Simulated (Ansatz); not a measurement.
Run report: C3H9P, single-point calculation

The run: single-point calculation of C3H9P. Method and program: RKS r2SCAN-D4/def2-TZVPP (Ansatz 0.2.0).

The geometry comes from this level: PBE0-D4/def2-TZVP. Figures and captions count atoms from 1; the log counts them from 0 in places.

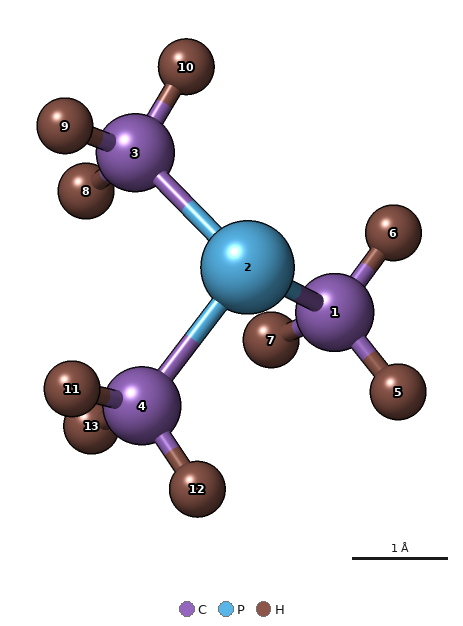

*The input geometry (ball-and-stick view, seen at a tilt; atoms are numbered from 1 in the order of the input).*

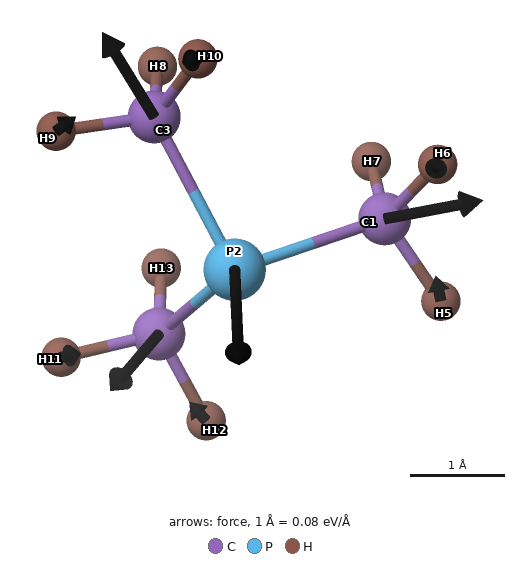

*Forces on the atoms as black arrows (ball-and-stick view, seen at a tilt; atoms are numbered from 1 in the order of the input).*

The largest act on P2 (0.14 eV/Å); all 3 C atoms (0.09 eV/Å). The geometry is not a stationary point of this energy.

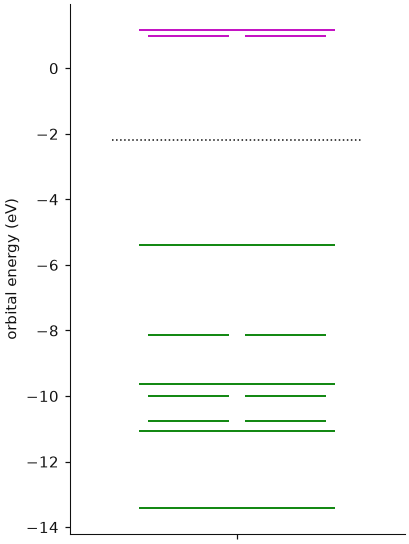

*Orbital energies near the frontier; the dotted line parts filled from empty levels, and levels within 0.02 eV of each other stand side by side.*

Highest filled −5.38 eV, lowest empty 0.99 eV, 6.37 eV apart.

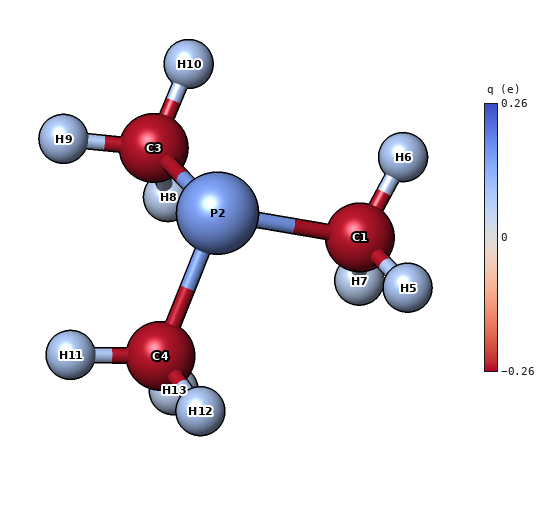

*Mulliken charges, as the colour of each atom (ball-and-stick view, seen at a tilt; atoms are numbered from 1 in the order of the input).*

By element: C −0.25, P +0.15 and H +0.05 to +0.07 e.

The input that produced these results follows, with the program's output.

## Input
```yaml
crystal:
  periodic: [false, false, false]
  atoms:
    - {symbol: C, position_ang: [-0.508017, 1.424414, -0.580288]}
    - {symbol: P, position_ang: [0.643800, -0.007311, -0.657706]}
    - {symbol: C, position_ang: [1.189832, -0.046877, 1.098088]}
    - {symbol: C, position_ang: [-0.581146, -1.378680, -0.620638]}
    - {symbol: H, position_ang: [-1.047750, 1.510229, -1.525888]}
    - {symbol: H, position_ang: [0.063035, 2.344839, -0.440398]}
    - {symbol: H, position_ang: [-1.233065, 1.330447, 0.234016]}
    - {symbol: H, position_ang: [0.346668, -0.031638, 1.795553]}
    - {symbol: H, position_ang: [1.779599, -0.948658, 1.276459]}
    - {symbol: H, position_ang: [1.831356, 0.813573, 1.300334]}
    - {symbol: H, position_ang: [-0.058752, -2.332003, -0.515215]}
    - {symbol: H, position_ang: [-1.128953, -1.404102, -1.565154]}
    - {symbol: H, position_ang: [-1.296609, -1.274233, 0.200837]}
basis:
  gaussian: {orbitals: def2-TZVPP}
hamiltonian: {xc: r2scan, dispersion: d4}
output: {forces: true, orbitals: {seedname: orbitals}}
```

Launched with:
```bash
ansatz run in.yaml --threads 4 --pin off --events-out ev --progress --plain --max-ram 10444MiB
```

## Log
```
Functional definition: r2SCAN
  name "r2SCAN"
  cite "Furness, Kaplan, Ning, Perdew & Sun, J. Phys. Chem. Lett. 11, 8208 (2020) doi:10.1021/acs.jpclett.0c02405"
  cite "Furness, Kaplan, Ning, Perdew & Sun, J. Phys. Chem. Lett. 11, 9248 (2020) doi:10.1021/acs.jpclett.0c03077"
  parent r2scan
  parameter k0 = 0.174
  parameter k1 = 0.065
  parameter a1 = 4.9479
  exchange = r2scan_x(k0 = k0, k1 = k1, a1 = a1)
  correlation = r2scan_c
1358 factors; their error is unknown
mean field evaluation 1: about -12529.8277 eV, gradient 8.4e1 eV
mean field evaluation 2: about -12515.5258 eV, gradient 1.1e2 eV
mean field evaluation 4: about -12545.8165 eV, gradient 3.5e0 eV
mean field evaluation 8: about -12545.8620 eV, gradient 6.8e-2 eV
mean field evaluation 16: about -12545.8244 eV, gradient 8.7e-5 eV
mean field -12545.82442010 eV, -461.0505435733 hartree, gradient 8.8e-5 eV, S^2 0.000000; 0 other end points of the search recorded, 0 dependent functions left out
the calculation of the forces begins
reference -12545.82443231 eV, -461.0505440222 hartree; 21, 21 occupied and 240, 240 virtual orbitals, 1358 factors
Total energy: -12545.88880104 eV, -461.0529095292 hartree
Atom 0 at    -0.508017     1.424414    -0.580288 Å, force    -0.044619     0.074913    -0.011742 eV/Å
Atom 1 at     0.643800    -0.007311    -0.657706 Å, force     0.100519    -0.001144    -0.102642 eV/Å
Atom 2 at     1.189832    -0.046877     1.098088 Å, force     0.044261    -0.002412     0.076125 eV/Å
Atom 3 at    -0.581146    -1.378680    -0.620638 Å, force    -0.048836    -0.072038    -0.014163 eV/Å
Atom 4 at    -1.047750     1.510229    -1.525888 Å, force     0.003623     0.005256     0.021475 eV/Å
Atom 5 at     0.063035     2.344839    -0.440398 Å, force    -0.018830    -0.011534    -0.001514 eV/Å
Atom 6 at    -1.233065     1.330447     0.234016 Å, force     0.000386     0.000829    -0.000163 eV/Å
Atom 7 at     0.346668    -0.031638     1.795553 Å, force     0.000678    -0.000584     0.000200 eV/Å
Atom 8 at     1.779599    -0.948658     1.276459 Å, force    -0.010292     0.018421     0.006510 eV/Å
Atom 9 at     1.831356     0.813573     1.300334 Å, force    -0.012153    -0.017592     0.006213 eV/Å
Atom 10 at    -0.058752    -2.332003    -0.515215 Å, force    -0.018365     0.012741    -0.000126 eV/Å
Atom 11 at    -1.128953    -1.404102    -1.565154 Å, force     0.003920    -0.006583     0.020640 eV/Å
Atom 12 at    -1.296609    -1.274233     0.200837 Å, force    -0.000292    -0.000273    -0.000813 eV/Å
Dipole moment:    -0.188070     0.002144     0.192126 e Å
```

## Results in brief

- outcome: converged
- total energy: −12545.8888 eV
- mean-field energy: −12545.8244 eV
- dispersion energy: −0.0644 eV
- SCF solution under orbital rotations: stable
- HOMO: −5.38 eV
- LUMO: 0.99 eV
- largest force (length of the vector): 0.144 eV/Å
- dipole moment: 1.29 D
- hardware: 4 threads of Arm Neoverse V1, 23 GiB of memory available, shared host
- wall time: 4.4 s (CPU time 16 s)
- peak memory: 0.35 GiB
